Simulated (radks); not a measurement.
# Taking charge from the 1s level of B²⁺ in fractions

What happens to E and to the 1s eigenvalue of B²⁺ when a fraction of an electron is removed? The exact functional would give straight lines between whole numbers for a frontier level.

Program: radks (a radial shooting solver on a logarithmic mesh, Libxc functionals) version 1. Level of theory: non-relativistic Kohn-Sham, r2SCAN, spin-polarised, spherical densities, point nucleus; open shells are filled with parallel spins first. These are calculated values, not measurements, unless marked.

## 1. The system

* element: boron (Z = 5)
* charge: +2
* electrons: 3
* configuration: 1s(up 1, down 1) 2s1

In the logs a row gives level, spin channel, occupation and eigenvalue; Etot, Ekin, Encl (electron-nucleus), Eh (Hartree) and Exc are energies, all in hartree; err is the last residual, it the number of iterations.

A shell typed twice in an input gives spin up, then spin down.

## 2. Start: 1s(up 1, down 1) 2s1

Settings of this run:

```text
Z 5
configuration 1s1 1s1 2s1
relativity non-relativistic
functional r2scan,r2scan
spin polarised
nucleus point
```

Log:

```text
1s      1   1.0000          -7.87502795
2s      1   1.0000          -1.20936814
1s      2   1.0000          -7.85117196
2s      2   0.0000          -0.69944670
Etot -23.424670043217493
Ekin 23.376904056305836
Encl -51.12054721872414
Eh 7.594744719155542
Exc -3.275771599954729
err 3.4330464935704534e-07
it 12
```

Highest occupied level: 2s up at -32.909 eV.

Sizes of the orbitals, from the radial functions (bohr):

```tsv
level	occupation	energy (eV)	<r>	outermost maximum (interpolated)	90 % within	nodes
1s up	1	-214.29	0.3265	0.210	0.585	0
1s down	1	-213.64	0.3272	0.211	0.587	0
2s up	1	-32.909	1.628	1.37	2.50	1
```

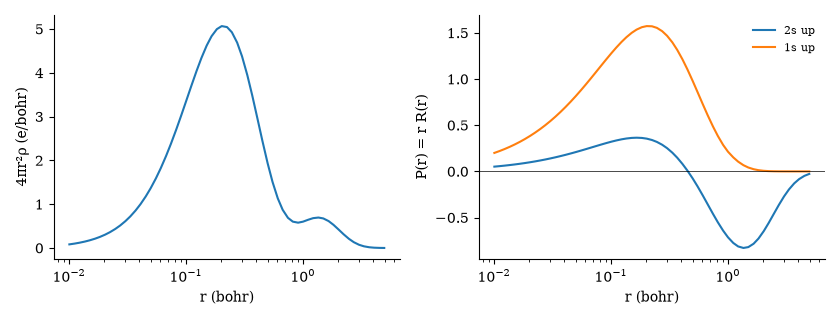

Left: shells in the radial density. Right: radial functions of the outer levels.

## 3. 0.1 electron removed from 1s

Settings of this run:

```text
Z 5
configuration 1s1 1s0.9 2s1
relativity non-relativistic
functional r2scan,r2scan
spin polarised
nucleus point
```

Log:

```text
1s      1   1.0000          -8.13441232
2s      1   1.0000          -1.28233756
1s      2   0.9000          -8.04297097
2s      2   0.0000          -0.75561174
Etot -22.62994283249933
Ekin 22.584396934585985
Encl -49.13093592750025
Eh 7.024796305733929
Exc -3.1082001453189925
err 3.0140705792660176e-07
it 12
```

Energy against step 2 (start: 1s(up 1, down 1) 2s1): +21.626 eV. Highest occupied level: 2s up at -34.894 eV.

## 4. 0.2 electron removed from 1s

Settings of this run:

```text
Z 5
configuration 1s1 1s0.8 2s1
relativity non-relativistic
functional r2scan,r2scan
spin polarised
nucleus point
```

Log:

```text
1s      1   1.0000          -8.39670524
2s      1   1.0000          -1.35695270
1s      2   0.8000          -8.23185519
2s      2   0.0000          -0.81310691
Etot -21.816172675897157
Ekin 21.772999834282594
Encl -47.11730786083028
Eh 6.473532876668336
Exc -2.9453975260178065
err 2.6800941331697775e-07
it 12
```

Energy against step 2 (start: 1s(up 1, down 1) 2s1): +43.769 eV. 2s up is the highest filled level (-36.925 eV).

## 5. 0.3 electron removed from 1s

Settings of this run:

```text
Z 5
configuration 1s1 1s0.7 2s1
relativity non-relativistic
functional r2scan,r2scan
spin polarised
nucleus point
```

Log:

```text
1s      1   1.0000          -8.66185040
2s      1   1.0000          -1.43319123
1s      2   0.7000          -8.41659473
2s      2   0.0000          -0.87164410
Etot -20.983709442318258
Ekin 20.943087326036725
Encl -45.080319945000284
Eh 5.941611651293519
Exc -2.7880884746482195
err 2.292040730724868e-07
it 12
```

E − E(step 2, start: 1s(up 1, down 1) 2s1) = +66.422 eV. Highest occupied level: 2s up at -38.999 eV.

## 6. 0.4 electron removed from 1s

Settings of this run:

```text
Z 5
configuration 1s1 1s0.6 2s1
relativity non-relativistic
functional r2scan,r2scan
spin polarised
nucleus point
```

Log:

```text
1s      1   1.0000          -8.92978411
2s      1   1.0000          -1.51102956
1s      2   0.6000          -8.59548767
2s      2   0.0000          -0.93132555
Etot -20.13304778151863
Ekin 20.09518286824004
Encl -43.020769515435944
Eh 5.429683472064216
Exc -2.6371446063869435
err 1.7889831527030936e-07
it 12
```

E − E(step 2, start: 1s(up 1, down 1) 2s1) = +89.570 eV. 2s up is the highest filled level (-41.117 eV).

## 7. 0.5 electron removed from 1s

Settings of this run:

```text
Z 5
configuration 1s1 1s0.5 2s1
relativity non-relativistic
functional r2scan,r2scan
spin polarised
nucleus point
```

Log:

```text
1s      1   1.0000          -9.20042874
2s      1   1.0000          -1.59044263
1s      2   0.5000          -8.76605713
2s      2   0.0000          -0.99168191
Etot -19.26488791697401
Ekin 19.23002684747336
Encl -40.93966443685695
Eh 4.9383966978392495
Exc -2.4936470254296683
err 1.2333817694560698e-07
it 12
```

Energy against step 2 (start: 1s(up 1, down 1) 2s1): +113.193 eV. 2s up is the highest filled level (-43.278 eV).

## 8. 0.6 electron removed from 1s

Settings of this run:

```text
Z 5
configuration 1s1 1s0.4 2s1
relativity non-relativistic
functional r2scan,r2scan
spin polarised
nucleus point
```

Log:

```text
1s      1   1.0000          -9.47367509
2s      1   1.0000          -1.67140143
1s      2   0.4000          -8.92447047
2s      2   0.0000          -1.05262502
Etot -18.38023890812638
Ekin 18.34868217081749
Encl -38.838330662334734
Eh 4.468400742718492
Exc -2.35899115932763
err 8.38831377868689e-07
it 11
```

Energy against step 2 (start: 1s(up 1, down 1) 2s1): +137.266 eV. The top filled level is 2s up, -45.481 eV.

## 9. 0.7 electron removed from 1s

Settings of this run:

```text
Z 5
configuration 1s1 1s0.3 2s1
relativity non-relativistic
functional r2scan,r2scan
spin polarised
nucleus point
```

Log:

```text
1s      1   1.0000          -9.74929803
2s      1   1.0000          -1.75386681
1s      2   0.3000          -9.06438898
2s      2   0.0000          -1.11392233
Etot -17.480605327446167
Ekin 17.45274217498917
Encl -36.718627876151
Eh 4.020355212782071
Exc -2.235074839066409
err 4.3581453966191563e-07
it 11
```

E − E(step 2, start: 1s(up 1, down 1) 2s1) = +161.746 eV. The top filled level is 2s up, -47.725 eV.

## 10. 0.8 electron removed from 1s

Settings of this run:

```text
Z 5
configuration 1s1 1s0.2 2s1
relativity non-relativistic
functional r2scan,r2scan
spin polarised
nucleus point
```

Log:

```text
1s      1   1.0000         -10.02662354
2s      1   1.0000          -1.83777358
1s      2   0.2000          -9.17474213
2s      2   0.0000          -1.17555066
Etot -16.568336759736674
Ekin 16.544783721515003
Encl -34.58343011129521
Eh 3.5949529623865697
Exc -2.1246433323430383
err 5.678833118263568e-07
it 10
```

E − E(step 2, start: 1s(up 1, down 1) 2s1) = +186.570 eV. The top filled level is 2s up, -50.008 eV.

## 11. 0.9 electron removed from 1s

Settings of this run:

```text
Z 5
configuration 1s1 1s0.1 2s1
relativity non-relativistic
functional r2scan,r2scan
spin polarised
nucleus point
```

Log:

```text
1s      1   1.0000         -10.30388138
2s      1   1.0000          -1.92304191
1s      2   0.1000          -9.23212173
2s      2   0.0000          -1.23897990
Etot -15.647363186169454
Ekin 15.629672310652657
Encl -32.43802632500661
Eh 3.19302083715552
Exc -2.032030008971023
err 3.436254018911624e-07
it 10
```

E − E(step 2, start: 1s(up 1, down 1) 2s1) = +211.631 eV. Highest occupied level: 2s up at -52.329 eV.

## 12. 1 electron removed from 1s

Settings of this run:

```text
Z 5
configuration 1s1 1s0 2s1
relativity non-relativistic
functional r2scan,r2scan
spin polarised
nucleus point
```

Log:

```text
1s      1   1.0000         -10.58059981
2s      1   1.0000          -2.00992975
Etot -14.730179702570847
Ekin 14.723504895163476
Encl -30.299483276029534
Eh 2.81630613055759
Exc -1.9705074522623809
err 2.390590519927846e-07
it 10
```

E − E(step 2, start: 1s(up 1, down 1) 2s1) = +236.589 eV. Highest occupied level: 2s up at -54.693 eV.

## 13. Summary of results

```tsv
removed (e)	E − E(0) (eV)	eigenvalue (eV)
0	0.000	-213.64
0.1	21.626	-218.86
0.2	43.769	-224.00
0.3	66.422	-229.03
0.4	89.570	-233.90
0.5	113.19	-238.54
0.6	137.27	-242.85
0.7	161.75	-246.65
0.8	186.57	-249.66
0.9	211.63	-251.22
```

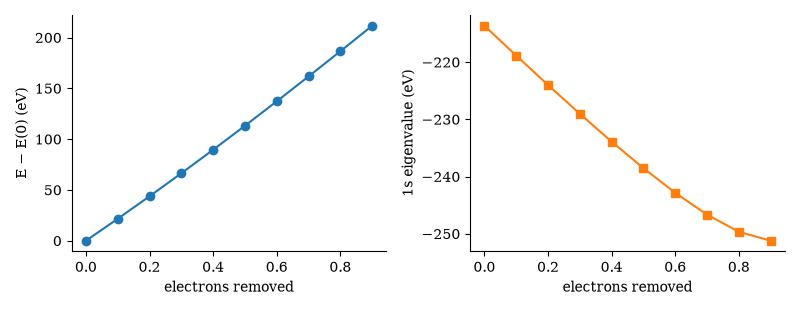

Left: the energy. Right: the eigenvalue of the level emptied.

**Reading.** The trapezoid integral of minus the eigenvalue gives 211.59 eV over the range, against 211.63 eV from the energies (Janak's theorem). The eigenvalue moves by 41.8 eV per electron.
